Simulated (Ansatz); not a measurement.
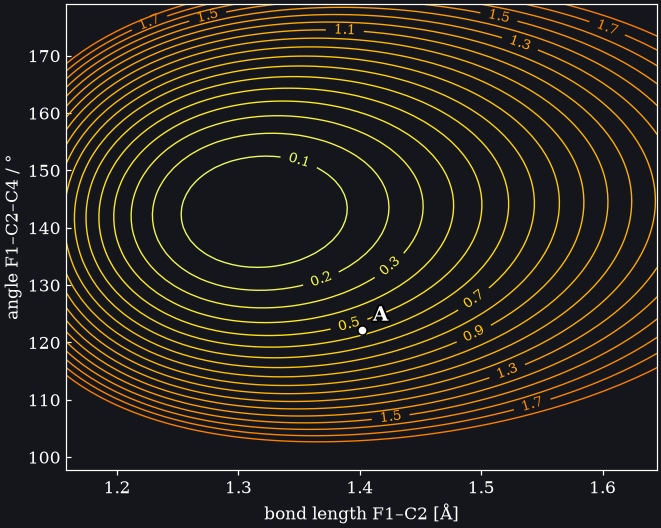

C3H3F, SMILES FC1=CC1. First axis: bond length F1–C2. Second axis: angle F1–C2–C4. Nothing is relaxed (all other coordinates rigid). Grid: 11 × 11 points. Points are written as (first, second). Energies: eV, counted from the relaxed molecule at the same level. The restricted reference is unstable at some or all points, so the energies there are unreliable. The calculation used Ansatz 0.2.0, RHF-MP2, frozen core/def2-TZVP.

In the figure: contour lines labelled in eV (none above 1.8), the point A. Between grid points the surface is interpolated.

Question: Is A at rest? If not, where is it pushed?

Answer: A, at (1.402 Å, 122.2°), is not a stationary point. The computed force is 2.5 eV for each Å towards smaller values of bond length F1–C2 and 0.041 eV for each degree towards larger values of angle F1–C2–C4.
